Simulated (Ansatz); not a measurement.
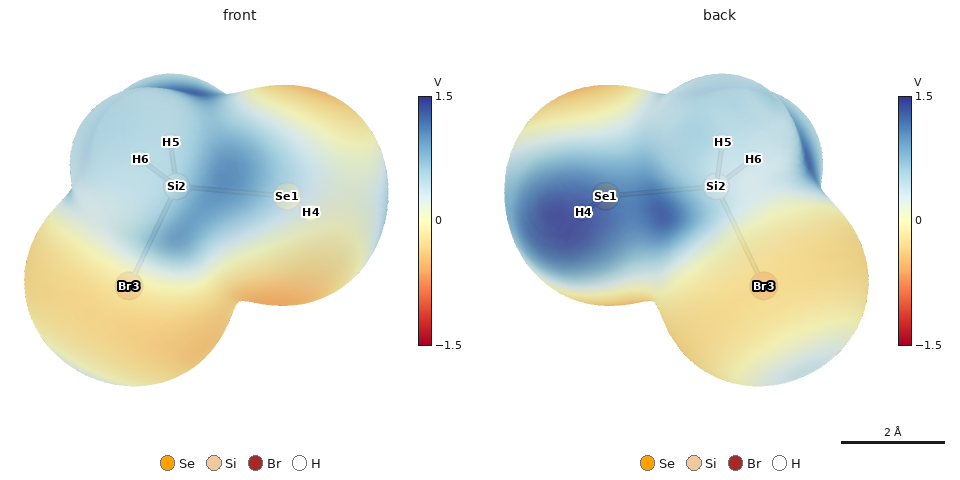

BrH₃SeSi (SMILES [SeH][SiH2]Br). The electrostatic potential painted on the density surface at 0.002 e/bohr³, seen from the front and from behind; red is negative and blue positive.

Geometry: PBE0-D4/def2-TZVP.

All numbers below come from RKS PBE0-D4/def2-TZVPP (Ansatz).

Input

```
crystal:
  periodic: [false, false, false]
  atoms:
    - {symbol: Se, position_ang: [-1.271578, -1.303086, -0.149156]}
    - {symbol: Si, position_ang: [0.439357, 0.105064, 0.309048]}
    - {symbol: Br, position_ang: [-0.175592, 2.236744, 0.413643]}
    - {symbol: H, position_ang: [-1.380620, -0.824212, -1.533646]}
    - {symbol: H, position_ang: [1.491062, 0.020523, -0.726909]}
    - {symbol: H, position_ang: [0.939572, -0.299031, 1.640820]}
basis:
  gaussian: {orbitals: def2-TZVPP}
hamiltonian: {xc: pbe0, dispersion: d4}
output: {orbitals: {seedname: orbitals}}
```

Launched as:

```sh
ansatz run in.yaml --threads 2 --pin off --events-out ev --progress --plain --max-ram 4352MiB
```

> Describe the electrostatic potential map.

The most negative region (about −0.5 V) lies over Se1, the most positive (about +1.4 V) over H4. Br3 shows a σ-hole: about +0.4 V at the tip opposite its bond, against about −0.3 V on its flanks.
